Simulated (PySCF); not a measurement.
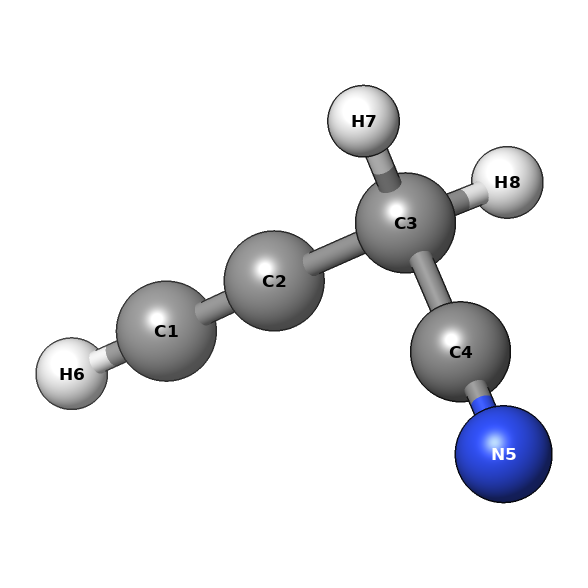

The computed structure is the end point of a GFN2-xTB optimisation. No frequency run is at hand to confirm it as a minimum. Level of theory: B3LYP/pcJ-1 indirect spin-spin coupling, non-relativistic, gas phase (PySCF 2.14.0). Isotopes: 13C, 1H, 15N.

Give the spin–spin coupling constants of these pairs, with the number of bonds between them: C1/C2, C2/C3, C3/H8, C3/H7, C4/N5, C2/H6, C2/C4, C3/N5, C4/H7, H7/H8, C1/H7, N5/H8.

| pair | bonds apart | J (Hz) |
| --- | --- | --- |
| C1, C2 | 1 | 220.8 |
| C2, C3 | 1 | 78.3 |
| C3, H8 | 1 | 144.7 |
| C3, H7 | 1 | 144.7 |
| C4, N5 | 1 | −21.2 |
| C2, H6 | 2 | 54.6 |
| C2, C4 | 2 | −8.4 |
| C3, N5 | 2 | 2.9 |
| C4, H7 | 2 | −11.8 |
| H7, H8 | 2 | −20.5 |
| C1, H7 | 3 | 4.4 |
| N5, H8 | 3 | −1.5 |
